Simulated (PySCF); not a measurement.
# C₇H₁₀Si: circular dichroism and optical rotation, excited states, first hyperpolarisability

Wanted: circular dichroism and optical rotation, excited states, first hyperpolarisability for C₇H₁₀Si (`CC=C=C=C=C(C)[SiH3]`).

Programs: PySCF 2.14.0, with routines of our own; each step states its level. All values are computed. Atoms count from 0.

### Step 1. The system as given

18 atoms, charge 0, multiplicity 1; geometry from: GFN2-xTB.

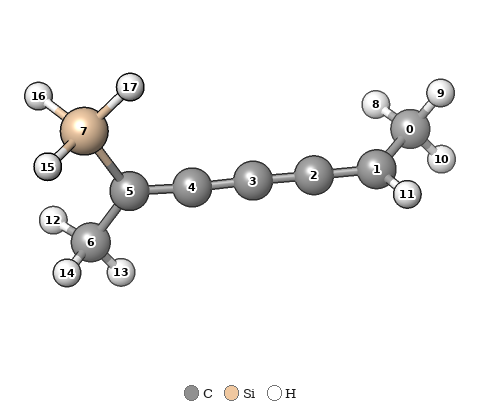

The starting geometry (carbon grey, silicon light orange, hydrogen white).

### Step 2. Relaxing the molecule at PBE0-D3(BJ)/def2-SVP

The job: settings as JSON, then the geometry in Å.

```
{"job": {"xc": "PBE0", "basis": "def2-SVP", "d3": "d3bj", "grid": 2, "kind": "geom"}, "charge": 0, "multiplicity": 1}
C      4.103444     0.379444    -0.931092
C      3.155088     0.459758     0.225234
C      1.869567     0.242184     0.139698
C      0.620694     0.032650     0.041828
C     -0.624720    -0.204388    -0.038337
C     -1.918988    -0.365197    -0.141489
C     -2.572842    -1.704979     0.049317
Si    -3.039046     1.104644    -0.536796
H      3.575175     0.144730    -1.851918
H      4.625002     1.329387    -1.053360
H      4.853960    -0.390553    -0.747650
H      3.592717     0.718057     1.182622
H     -3.168890    -1.959046    -0.826911
H     -1.835100    -2.488359     0.213593
H     -3.244648    -1.670944     0.907259
H     -4.036887     1.235344     0.531182
H     -3.737479     0.830593    -1.798420
H     -2.225808     2.312992    -0.641174
```

Command:

```
$ OMP_NUM_THREADS=1 python excited_run.py task.json out
```

One launch serves the whole session: the jobs run in the order shown.

Log:

```text
step   0  E = -561.39824473  max force = 0.013166
step   1  E = -561.40124392  max force = 0.002996
step   2  E = -561.40129620  max force = 0.001380
step   3  E = -561.40131356  max force = 0.000865
step   4  E = -561.40132146  max force = 0.000483
step   5  E = -561.40132674  max force = 0.000254
optimisation converged
```

Run time: 1.7 min. Hardware: 1 thread of Intel Xeon Platinum 8259CL at 2.50GHz, shared host; peak memory 0.78 GiB.

Step by step:

| step | energy from step 0 (eV) | largest force component (eV/Å) |
| --- | --- | --- |
| 0 | 0.0000 | 0.6770 |
| 1 | -0.0816 | 0.1541 |
| 2 | -0.0830 | 0.0710 |
| 3 | -0.0835 | 0.0445 |
| 4 | -0.0837 | 0.0248 |
| 5 | -0.0839 | 0.0131 |

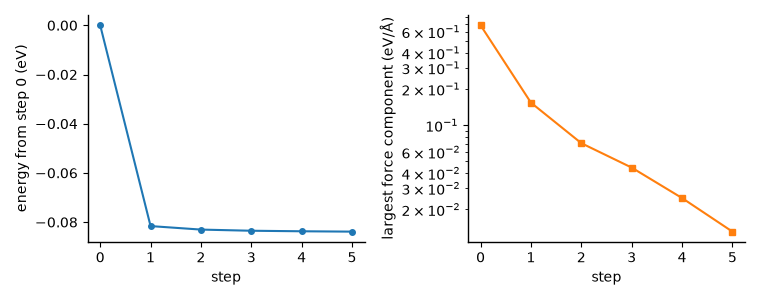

Energy and largest force along the relaxation.

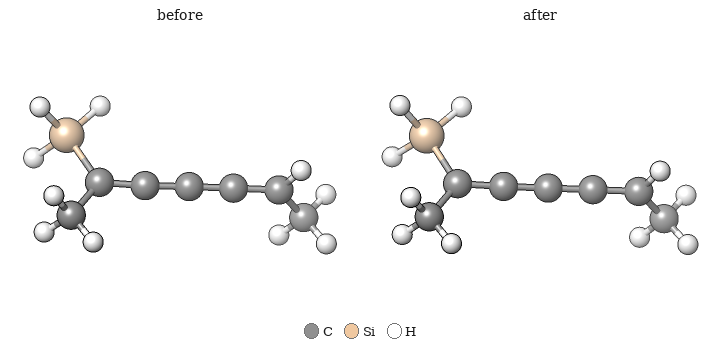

The geometry before (left) and after (right).

Distances of close pairs at the start and the end, largest changes first:

```
   bond  before (Å)  after (Å)  change (Å)
Si7–H15       1.467      1.497      +0.030
Si7–H17       1.460      1.490      +0.030
Si7–H16       1.468      1.497      +0.030
 C1–H11       1.084      1.099      +0.015
  C3–C4       1.270      1.284      +0.013
 C6–H12       1.090      1.103      +0.013
  C2–C3       1.270      1.283      +0.013
 C6–H14       1.090      1.103      +0.013
```

The end geometry stands in the next job.

```
                         at the end point                value
  point group (found at 0.08 Å tolerance)                   C1
rotational constants (GHz, main isotopes)  4.077, 0.557, 0.511
                        dipole moment (D)                 0.86
```

### Step 3. Circular dichroism and optical rotation: TDDFT CAM-B3LYP/aug-cc-pVDZ

The job: settings as JSON, then the geometry in Å.

```
{"job": {"kind": "ecd", "xc": "CAM-B3LYP", "basis": "aug-cc-pVDZ", "nstates": 12}, "charge": 0, "multiplicity": 1}
C      3.932927     0.266948    -1.136191
C      2.969762     0.338452     0.008276
C      1.673473     0.112186    -0.071198
C      0.412155    -0.106573    -0.154560
C     -0.850100    -0.326269    -0.232071
C     -2.153340    -0.515951    -0.320774
C     -2.808394    -1.860876    -0.133090
Si    -3.225914     0.984390    -0.701707
H      3.425783     0.008377    -2.075233
H      4.448704     1.232091    -1.271442
H      4.713361    -0.487455    -0.941453
H      3.380102     0.601092     0.993559
H     -3.397813    -2.135502    -1.023611
H     -2.067093    -2.650958     0.050453
H     -3.508848    -1.836193     0.718324
H     -4.238616     1.171700     0.385285
H     -3.974955     0.759607    -1.978687
H     -2.376673     2.202989    -0.819832
```

With the program's defaults for keys left out, this is: TDDFT CAM-B3LYP/aug-cc-pVDZ circular dichroism and optical rotation, one conformer, gas phase.

Log:

```text
coarse grid: 15432 points
cycle   1  E = -561.9287341316  dE =  1.038e+00  |g| = 2.670e-01  |ddm| = 3.080e+01
cycle   2  E = -561.9488123240  dE = -2.008e-02  |g| = 1.582e-01  |ddm| = 3.235e+00
cycle   3  E = -561.9558590618  dE = -7.047e-03  |g| = 4.676e-02  |ddm| = 1.418e+00
cycle   4  E = -561.9563746310  dE = -5.156e-04  |g| = 2.896e-02  |ddm| = 5.843e-01
cycle   5  E = -561.9565956434  dE = -2.210e-04  |g| = 4.573e-03  |ddm| = 1.485e-01
cycle   6  E = -561.9566038835  dE = -8.240e-06  |g| = 1.738e-03  |ddm| = 3.749e-02
final grid: 144104 points
cycle   7  E = -561.9841269589  dE = -1.468e-05  |g| = 3.812e-03  |ddm| = 5.161e-01
cycle   8  E = -561.9841262167  dE =  7.422e-07  |g| = 4.205e-03  |ddm| = 4.605e-02
cycle   9  E = -561.9841307256  dE = -4.509e-06  |g| = 7.879e-04  |ddm| = 1.617e-02
cycle  10  E = -561.9841308930  dE = -1.674e-07  |g| = 1.263e-04  |ddm| = 6.296e-03
cycle  11  E = -561.9841308993  dE = -6.269e-09  |g| = 7.673e-05  |ddm| = 1.666e-03
cycle  12  E = -561.9841309014  dE = -2.078e-09  |g| = 3.402e-05  |ddm| = 6.217e-04
cycle  13  E = -561.9841309018  dE = -3.949e-10  |g| = 1.124e-05  |ddm| = 2.536e-04
converged SCF energy = -561.9841309018

Singlet excitations and rotatory strengths (1e-40 esu^2 cm^2)
state   eV       nm     f(len)   f(vel)    R(len)    R(vel)   main configurations
  1   3.5530   349.0  0.00016  0.00021     0.037     0.070   H->L 0.91
  2   4.0015   309.8  0.00010  0.00005    -0.149    -0.117   H-1->L+1 0.91
  3   4.6770   265.1  0.00104  0.00101     0.408     0.407   H-1->L 0.50, H->L+1 0.45
  4   5.5689   222.6  0.68966  0.67143    51.038    50.063   H->L+2 0.39, H->L+1 0.20, H-1->L 0.14
  5   5.6652   218.9  1.65690  1.61193  -108.229  -107.915   H-1->L 0.28, H->L+1 0.26, H->L+2 0.23
  6   5.7980   213.8  0.19460  0.18951    16.406    16.348   H-1->L+2 0.69, H-1->L+6 0.11
  7   6.1360   202.1  0.04381  0.04282    10.805    10.608   H->L+3 0.54, H->L+6 0.12, H->L+2 0.10
  8   6.3127   196.4  0.00190  0.00188     2.612     2.522   H->L+4 0.80, H->L+3 0.10
  9   6.4044   193.6  0.01075  0.01053    -0.267    -0.247   H-1->L+3 0.75
 10   6.5345   189.7  0.03102  0.03019   -15.275   -15.361   H->L+5 0.40, H->L+7 0.25, H->L+6 0.20
 11   6.5448   189.4  0.00453  0.00461    -7.706    -7.872   H-2->L 0.66
 12   6.5881   188.2  0.01258  0.01194    -1.207    -1.182   H-1->L+4 0.73

Specific rotation (deg / (dm g/mL))
    nm     length   length(OI)   velocity    alpha(len)  alpha(vel)
  633.0    -160.96    -164.89    -166.27      159.453    156.850
  589.3    -191.98    -196.70    -198.18      161.281    158.636
  546.0    -233.18    -238.95    -240.47      163.637    160.938
  436.0    -435.88    -446.97    -447.01      174.348    171.401
  405.0    -547.66    -561.70    -559.04      179.816    176.742
```

Wall time 2.6 min (1 thread of Intel Xeon Platinum 8259CL at 2.50GHz, shared host); peak memory 1.3 GiB.

Warnings kept with the result: wavelengths within 0.3 eV of the first excitation or beyond it are left out.

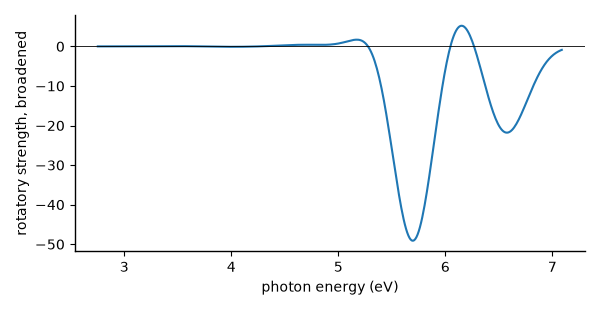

Circular dichroism: velocity-form rotatory strengths under Gaussians of 0.3 eV half-width at 1/e.

### Step 4. Excited states: TDA CAM-B3LYP/def2-TZVP

Settings changed since step 3:

```diff
@@ -1,2 +1,2 @@
-{"job": {"kind": "ecd", "xc": "CAM-B3LYP", "basis": "aug-cc-pVDZ", "nstates": 12}, "charge": 0, "multiplicity": 1}
+{"job": {"kind": "states", "xc": "CAM-B3LYP", "basis": "def2-TZVP", "tda": true, "soc": true, "nstates": 6, "ntriplets": 5, "nquad": 4}, "charge": 0, "multiplicity": 1}
 C      3.932927     0.266948    -1.136191
```

Method: TDA CAM-B3LYP/def2-TZVP excited states, vertical, gas phase, spin-orbit mean-field couplings.

Log:

```text
coarse grid: 15432 points
cycle   1  E = -562.0572796963  dE =  9.637e-01  |g| = 3.090e-01  |ddm| = 4.451e+00
cycle   2  E = -562.0783497905  dE = -2.107e-02  |g| = 1.920e-01  |ddm| = 6.060e-01
cycle   3  E = -562.0875389195  dE = -9.189e-03  |g| = 5.177e-02  |ddm| = 2.415e-01
cycle   4  E = -562.0880870329  dE = -5.481e-04  |g| = 3.397e-02  |ddm| = 7.164e-02
cycle   5  E = -562.0883739087  dE = -2.869e-04  |g| = 5.132e-03  |ddm| = 2.705e-02
cycle   6  E = -562.0883837881  dE = -9.879e-06  |g| = 2.023e-03  |ddm| = 7.965e-03
final grid: 144104 points
cycle   7  E = -562.0799175620  dE = -3.650e-05  |g| = 4.709e-03  |ddm| = 9.235e-02
cycle   8  E = -562.0799168889  dE =  6.730e-07  |g| = 4.954e-03  |ddm| = 8.685e-03
cycle   9  E = -562.0799226408  dE = -5.752e-06  |g| = 9.146e-04  |ddm| = 3.547e-03
cycle  10  E = -562.0799228407  dE = -1.999e-07  |g| = 2.406e-04  |ddm| = 8.336e-04
cycle  11  E = -562.0799228581  dE = -1.749e-08  |g| = 7.270e-05  |ddm| = 3.845e-04
cycle  12  E = -562.0799228599  dE = -1.758e-09  |g| = 3.636e-05  |ddm| = 1.199e-04
cycle  13  E = -562.0799228603  dE = -4.491e-10  |g| = 1.419e-05  |ddm| = 5.846e-05
converged SCF energy = -562.0799228603

Singlet excitations
state   eV       nm        f     d(h-e)  d(exc)  Lambda  PR(NTO)  |dmu|/D   mu/D   main configurations
  1   3.5848   345.9   0.00027   0.771   3.326   0.540   1.077    2.076    2.752   H->L 0.94
  2   4.0703   304.6   0.00011   0.774   3.334   0.517   1.077    2.101    1.638   H-1->L+1 0.94
  3   4.9062   252.7   0.00132   0.040   3.496   0.833   2.061    0.131    0.782   H-1->L 0.50, H->L+1 0.45
  4   6.1523   201.5   3.52129   0.225   3.369   0.791   2.292    0.833    1.660   H->L+1 0.44, H-1->L 0.39
  5   6.4993   190.8   0.00150   0.563   3.095   0.520   1.439                     H-2->L 0.75
  6   6.7205   184.5   0.00214   1.753   3.921   0.389   1.388                     H-1->L+2 0.79

Triplet excitations (Tamm-Dancoff)
state   eV     d(h-e)  d(exc)  Lambda  PR(NTO)   main configurations
  1   2.8021   0.023   3.003   0.826   2.026   H-1->L 0.57, H->L+1 0.37
  2   2.9770   0.016   3.059   0.827   1.992   H->L+1 0.57, H-1->L 0.38
  3   3.3145   0.792   3.311   0.541   1.028   H->L 0.97
  4   3.8037   0.811   3.309   0.516   1.029   H-1->L+1 0.96
  5   5.6594   0.044   2.422   0.660   1.817   H-3->L 0.49, H-5->L 0.18, H-2->L+1 0.08
S1 - T1 = 0.7826 eV

Spin-orbit couplings |<S|Hso|T>| (cm-1)
             T1       T2       T3       T4       T5
S0        0.757    1.025   11.295   14.402    1.106
S1        3.729    3.446    0.010    0.022    5.662
S2        2.990    4.037    0.007    0.046    5.267
S3        0.202    0.250    3.785    5.092    0.036
S4        0.168    0.171    3.249    2.771    0.169
S5        4.685    5.055    0.224    0.314    1.469
S6        5.653    2.881    0.218    0.655    0.955
T1 sublevels (cm-1): 0.000 0.001 0.001   radiative rates (1/s): 0.0732 0.0213 0.0158
```

Run time: 1.9 min. Hardware: 1 thread of Intel Xeon Platinum 8259CL at 2.50GHz, shared host; peak memory 1.4 GiB.

In short:

| quantity | value |
| --- | --- |
| S1 less T1 | 0.78 eV |

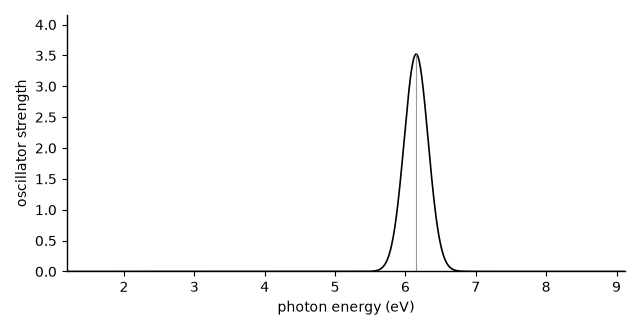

Absorption lines of the singlets. Lines are broadened to a width of 0.40 eV (Gaussian).

### Step 5. Excited states: TDDFT CAM-B3LYP/aug-cc-pVDZ

Settings changed since step 4:

```diff
@@ -1,2 +1,2 @@
-{"job": {"kind": "states", "xc": "CAM-B3LYP", "basis": "def2-TZVP", "tda": true, "soc": true, "nstates": 6, "ntriplets": 5, "nquad": 4}, "charge": 0, "multiplicity": 1}
+{"job": {"kind": "states", "xc": "CAM-B3LYP", "basis": "aug-cc-pVDZ", "tpa": true, "nstates": 8, "nquad": 6, "ntriplets": 0}, "charge": 0, "multiplicity": 1}
 C      3.932927     0.266948    -1.136191
```

With the program's defaults for keys left out, this is: TDDFT CAM-B3LYP/aug-cc-pVDZ excited states, vertical, gas phase, two-photon moments by quadratic response.

Log:

```text
coarse grid: 15432 points
cycle   1  E = -561.9287341316  dE =  1.038e+00  |g| = 2.670e-01  |ddm| = 3.080e+01
cycle   2  E = -561.9488123240  dE = -2.008e-02  |g| = 1.582e-01  |ddm| = 3.235e+00
cycle   3  E = -561.9558590618  dE = -7.047e-03  |g| = 4.676e-02  |ddm| = 1.418e+00
cycle   4  E = -561.9563746310  dE = -5.156e-04  |g| = 2.896e-02  |ddm| = 5.843e-01
cycle   5  E = -561.9565956434  dE = -2.210e-04  |g| = 4.573e-03  |ddm| = 1.485e-01
cycle   6  E = -561.9566038835  dE = -8.240e-06  |g| = 1.738e-03  |ddm| = 3.749e-02
final grid: 144104 points
cycle   7  E = -561.9841269589  dE = -1.468e-05  |g| = 3.812e-03  |ddm| = 5.161e-01
cycle   8  E = -561.9841262167  dE =  7.422e-07  |g| = 4.205e-03  |ddm| = 4.605e-02
cycle   9  E = -561.9841307256  dE = -4.509e-06  |g| = 7.879e-04  |ddm| = 1.617e-02
cycle  10  E = -561.9841308930  dE = -1.674e-07  |g| = 1.263e-04  |ddm| = 6.296e-03
cycle  11  E = -561.9841308993  dE = -6.274e-09  |g| = 7.673e-05  |ddm| = 1.666e-03
cycle  12  E = -561.9841309014  dE = -2.077e-09  |g| = 3.402e-05  |ddm| = 6.217e-04
cycle  13  E = -561.9841309018  dE = -3.945e-10  |g| = 1.124e-05  |ddm| = 2.536e-04
converged SCF energy = -561.9841309018

Singlet excitations
state   eV       nm        f     d(h-e)  d(exc)  Lambda  PR(NTO)  |dmu|/D   mu/D   delta(TPA)   sigma/GM   main configurations
  1   3.5531   348.9   0.00017   0.718   3.335   0.514   1.124    2.039    2.666        0.10      0.000   H->L 0.91
  2   4.0015   309.8   0.00010   0.800   3.372   0.497   1.032    2.134    1.700        0.07      0.000   H-1->L+1 0.91
  3   4.6772   265.1   0.00104   0.046   3.549   0.789   2.101    0.166    0.704        5.21      0.042   H-1->L 0.50, H->L+1 0.45
  4   5.5690   222.6   0.68634   0.316   4.356   0.425   1.347    2.362    1.723       28.39      0.323   H->L+2 0.39, H->L+1 0.20, H-1->L 0.14
  5   5.6655   218.8   1.65967   0.571   4.026   0.535   1.850    2.444    2.368       36.94      0.434   H-1->L 0.28, H->L+1 0.26, H->L+2 0.23
  6   5.7981   213.8   0.19557   0.577   4.435   0.301   1.100    2.774    3.181       75.89      0.935   H-1->L+2 0.69, H-1->L+6 0.11
  7   6.1360   202.1   0.04387   0.230   5.369   0.261   1.136                                            H->L+3 0.54, H->L+6 0.12, H->L+2 0.10
  8   6.3127   196.4   0.00190   1.302   5.207   0.182   1.024                                            H->L+4 0.80, H->L+3 0.10
```

Wall time 1.8 min (1 thread of Intel Xeon Platinum 8259CL at 2.50GHz, shared host); peak memory 1.2 GiB.

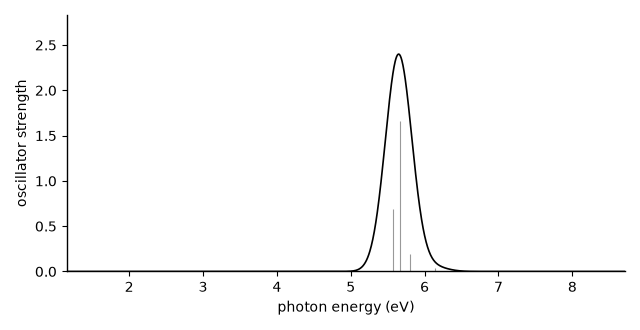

Absorption lines of the singlets. Lines are broadened to a width of 0.40 eV (Gaussian).

### Step 6. First hyperpolarisability: quadratic response CAM-B3LYP/aug-cc-pVDZ

Settings changed since step 5:

```diff
@@ -1,2 +1,2 @@
-{"job": {"kind": "states", "xc": "CAM-B3LYP", "basis": "aug-cc-pVDZ", "tpa": true, "nstates": 8, "nquad": 6, "ntriplets": 0}, "charge": 0, "multiplicity": 1}
+{"job": {"kind": "beta", "xc": "CAM-B3LYP", "basis": "aug-cc-pVDZ"}, "charge": 0, "multiplicity": 1}
 C      3.932927     0.266948    -1.136191
```

Level: quadratic response CAM-B3LYP/aug-cc-pVDZ first hyperpolarisability, Taylor convention, gas phase.

Log:

```text
coarse grid: 15432 points
cycle   1  E = -561.9287341316  dE =  1.038e+00  |g| = 2.670e-01  |ddm| = 3.080e+01
cycle   2  E = -561.9488123240  dE = -2.008e-02  |g| = 1.582e-01  |ddm| = 3.235e+00
cycle   3  E = -561.9558590618  dE = -7.047e-03  |g| = 4.676e-02  |ddm| = 1.418e+00
cycle   4  E = -561.9563746310  dE = -5.156e-04  |g| = 2.896e-02  |ddm| = 5.843e-01
cycle   5  E = -561.9565956434  dE = -2.210e-04  |g| = 4.573e-03  |ddm| = 1.485e-01
cycle   6  E = -561.9566038835  dE = -8.240e-06  |g| = 1.738e-03  |ddm| = 3.749e-02
final grid: 144104 points
cycle   7  E = -561.9841269589  dE = -1.468e-05  |g| = 3.812e-03  |ddm| = 5.161e-01
cycle   8  E = -561.9841262167  dE =  7.422e-07  |g| = 4.205e-03  |ddm| = 4.605e-02
cycle   9  E = -561.9841307256  dE = -4.509e-06  |g| = 7.879e-04  |ddm| = 1.617e-02
cycle  10  E = -561.9841308930  dE = -1.674e-07  |g| = 1.263e-04  |ddm| = 6.296e-03
cycle  11  E = -561.9841308993  dE = -6.274e-09  |g| = 7.673e-05  |ddm| = 1.666e-03
cycle  12  E = -561.9841309014  dE = -2.077e-09  |g| = 3.402e-05  |ddm| = 6.217e-04
cycle  13  E = -561.9841309018  dE = -3.943e-10  |g| = 1.124e-05  |ddm| = 2.536e-04
converged SCF energy = -561.9841309018

Lowest singlets (eV, f): 3.5531 0.0002  4.0015 0.0001  4.6772 0.0010

First hyperpolarisability (au)
process     nm      |vector|   parallel      HRS      DR
static         -      235.05     139.93     103.74   4.138
shg       1907.0      248.48     147.92     110.51   4.063
eope      1907.0      239.39     142.51          -       -
shg       1064.0      283.45     168.73     128.56   3.864
eope      1064.0      249.48     148.51          -       -
```

It took 85 s on 1 thread of Intel Xeon Platinum 8259CL at 2.50GHz, shared host; peak memory 1.2 GiB.

### Step 7. Summary of results

| quantity | value |
| --- | --- |
| point group | C1 |
| rotational constants (main isotopes) | 4.08, 0.56, 0.51 GHz |
| state of largest rotatory strength (velocity form) among 12 (step 3, TDDFT CAM-B3LYP/aug-cc-pVDZ) | 5.67 eV, R = -107.9 (velocity), -108.2 (length) ·10⁻⁴⁰ esu² cm² |
| specific rotation at 633.0 nm (step 3, TDDFT CAM-B3LYP/aug-cc-pVDZ) | -166.3 (velocity), -161.0 (length) |
| S1 less T1 (step 4, TDA CAM-B3LYP/def2-TZVP) | 0.78 eV |
| β vector (step 6, quadratic response CAM-B3LYP/aug-cc-pVDZ) | static 235, SHG 1907.0 nm 248, SHG 1064.0 nm 283 au |

What this shows: The optimisation took 5 steps and gained 0.084 eV; among the close pairs (by a distance rule), Si7–H15 changed most, from 1.467 to 1.497 Å. Rotations belong to one conformer and to the handedness of the start. In step 4, the number of triplets below S1 is 3, and the largest singlet-triplet spin-orbit coupling is S0–T4, 14.40 cm⁻¹. β grows from 235 au (static) to 283 au for doubling at 1064.0 nm: normal dispersion, which grows as twice the photon energy moves toward the bright states.
